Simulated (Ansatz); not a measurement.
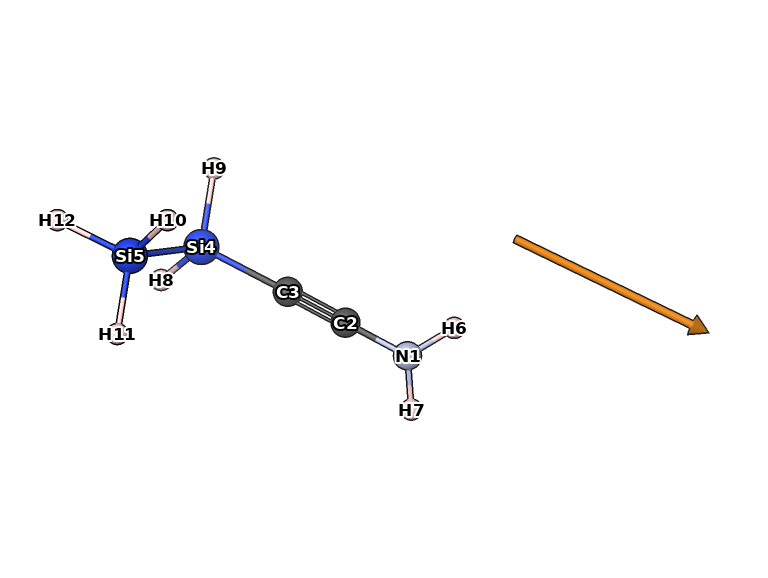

The arrow beside the molecule shows the direction of the dipole moment, from the negative to the positive end (its length means nothing). The geometry was computed by an optimisation with PBE-D4/def2-SVP. No frequency run is at hand to confirm it as a minimum. Properties computed with RKS PBE-D4/def2-SVP (Ansatz 0.2.0).

Q: Estimate the dipole moment.

A: 3.49 D; it points from the side of H12 to the side of H6, H7 (the outermost atoms at the two ends).
